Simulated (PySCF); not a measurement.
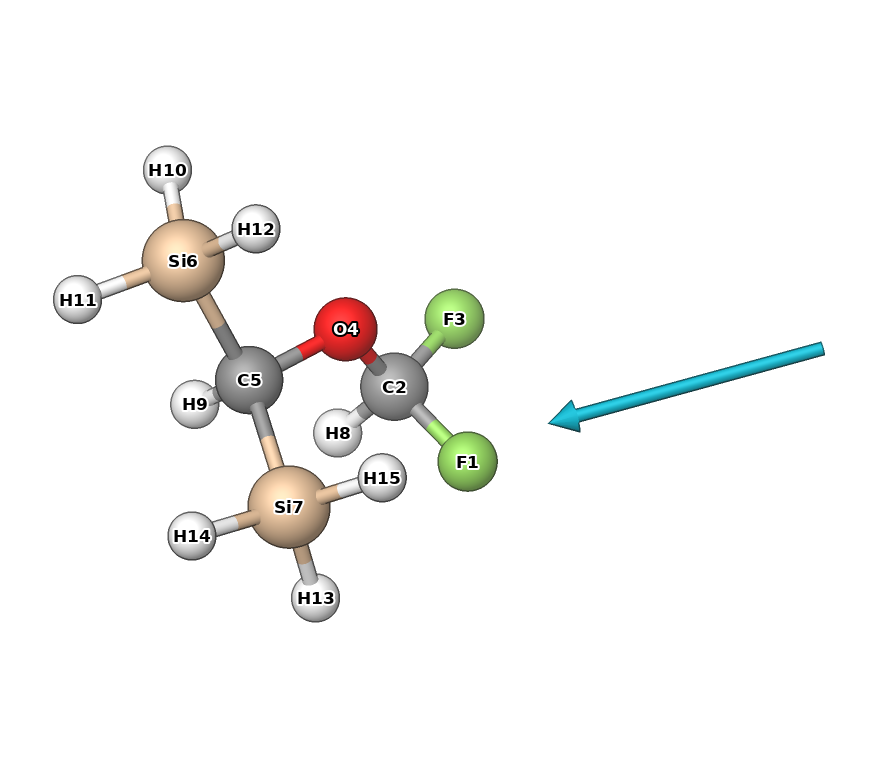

The arrow beside the molecule shows the direction of the dipole moment, from the negative to the positive end (its length means nothing). The geometry was computed by an optimisation with GFN2-xTB. No frequency run is at hand to confirm it as a minimum. Level of theory: PBE0/pcSseg-1, gas phase (PySCF 2.14.0).

Estimate the dipole moment.

Answer. 2.87 D; it points from the side of F3 to the side of H11 (the outermost atoms at the two ends).

The geometry is semi-empirical. Around Si such bond lengths and angles can be off by a tenth of an ångström or more and by several degrees, and values that hang on the shape move with them.
